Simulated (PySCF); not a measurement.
## Electronic structure of C6H8BNSi (SMILES [SiH3]C#CBn1cccc1) in real space

```json
{"atom": "Si", "x (Å)": "4.0532", "y (Å)": "0.0360", "z (Å)": "1.0112"}
{"atom": "C", "x (Å)": "2.4095", "y (Å)": "-0.3241", "z (Å)": "0.2472"}
{"atom": "C", "x (Å)": "1.3223", "y (Å)": "-0.5563", "z (Å)": "-0.2408"}
{"atom": "B", "x (Å)": "-0.0285", "y (Å)": "-0.8479", "z (Å)": "-0.8464"}
{"atom": "N", "x (Å)": "-1.1856", "y (Å)": "-0.2618", "z (Å)": "-0.2730"}
{"atom": "C", "x (Å)": "-1.2254", "y (Å)": "0.5809", "z (Å)": "0.8195"}
{"atom": "C", "x (Å)": "-2.5096", "y (Å)": "0.9374", "z (Å)": "1.0700"}
{"atom": "C", "x (Å)": "-3.3198", "y (Å)": "0.2912", "z (Å)": "0.0926"}
{"atom": "C", "x (Å)": "-2.4861", "y (Å)": "-0.4245", "z (Å)": "-0.7027"}
{"atom": "H", "x (Å)": "3.8823", "y (Å)": "1.1124", "z (Å)": "1.9923"}
{"atom": "H", "x (Å)": "4.9707", "y (Å)": "0.4525", "z (Å)": "-0.0520"}
{"atom": "H", "x (Å)": "4.5217", "y (Å)": "-1.1885", "z (Å)": "1.6652"}
{"atom": "H", "x (Å)": "-0.1426", "y (Å)": "-1.5482", "z (Å)": "-1.7797"}
{"atom": "H", "x (Å)": "-0.3188", "y (Å)": "0.8519", "z (Å)": "1.3239"}
{"atom": "H", "x (Å)": "-2.8580", "y (Å)": "1.5830", "z (Å)": "1.8523"}
{"atom": "H", "x (Å)": "-4.3868", "y (Å)": "0.3625", "z (Å)": "0.0098"}
{"atom": "H", "x (Å)": "-2.7055", "y (Å)": "-1.0445", "z (Å)": "-1.5498"}
```

Geometry: GFN2-xTB.

Theory: PBE0/pcSseg-1, SCF density, gas phase, non-relativistic (PySCF).

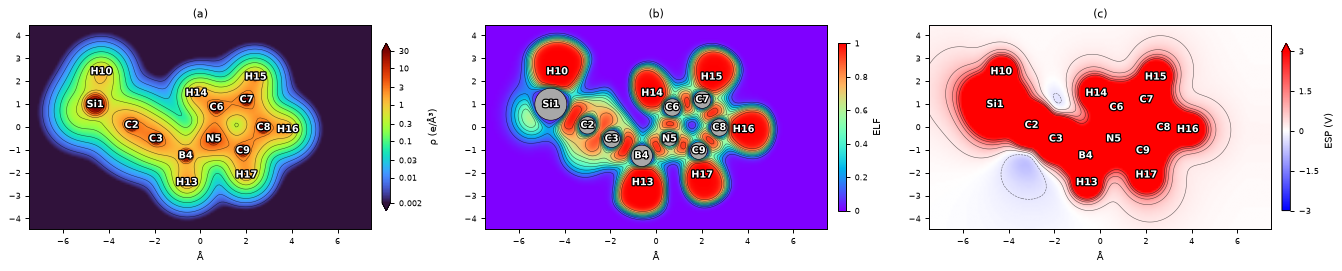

Figure 1. (a) electron density; (b) ELF; (c) electrostatic potential on the plane of atoms C7, C8 and C9. Grey discs cover the atomic cores in the ELF map.

**Describe what can be read from this map.**

Atoms in the plane: Si, C, B, N and H. C–C (1.21 Å): the density is about 2.7 e/Å³ at the midpoint; the ELF peaks at about 0.85 between the atoms; a short, multiple covalent bond. C–N (1.38 Å): ρ is about 2.2 e/Å³ halfway; the ELF peaks at about 0.90 between the atoms (a covalent bond). B–N (1.42 Å): ρ is about 1.9 e/Å³ halfway; the ELF peaks at about 0.95 between the atoms: a short, strongly polar bond. C–B (1.51 Å): the density is about 1.5 e/Å³ at the midpoint; the ELF peaks at about 1 between the atoms; a covalent bond. C–Si (1.85 Å): the density is about 0.92 e/Å³ at the midpoint; the ELF peaks at about 0.95 between the atoms: a covalent bond. Outside the dense part of the molecule the potential is most negative (−0.8 V) near C2.

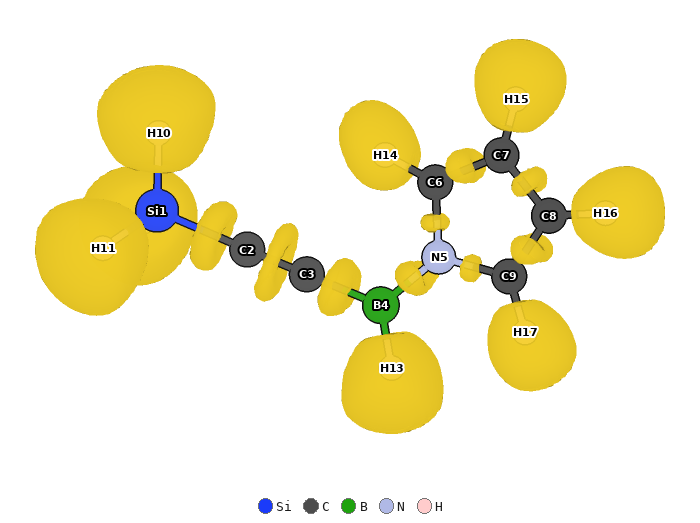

Figure 2. Isosurface of the ELF at 0.85 (yellow), seen at a tilt. Only the valence region is drawn (cores and ρ < 0.01 e/Å³ removed).

**Where are the electrons localised?**

The ELF exceeds this value in one region between bonded B–C atoms (shared pairs), one region between bonded B–N atoms (shared pairs), four regions between bonded C–C atoms (shared pairs), two regions between bonded C–N atoms (shared pairs), one region between bonded C–Si atoms (shared pairs) and eight regions around hydrogen nuclei.

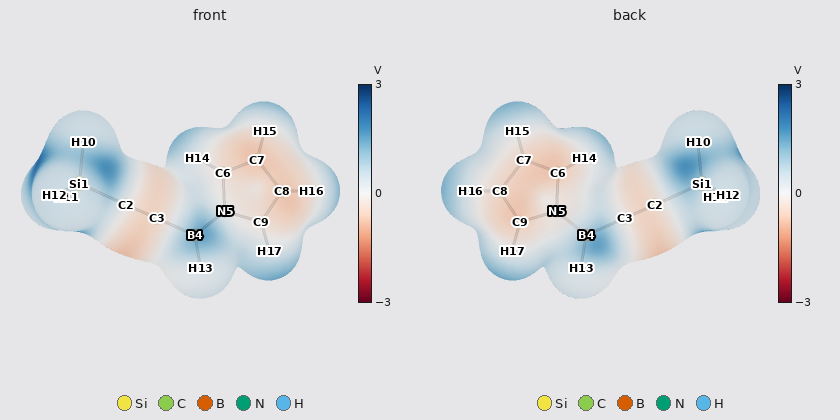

Figure 3. The electrostatic potential painted on the density surface at 0.004 e/bohr³, seen from the front and from behind; red is negative and blue positive.

**Describe the electrostatic potential map.**

The most negative region (about −0.8 V) lies over the π face of the C atoms, the most positive (about +2.3 V) over Si1.

**How polar is the molecule by this calculation?**

Its dipole moment is 0.65 D.
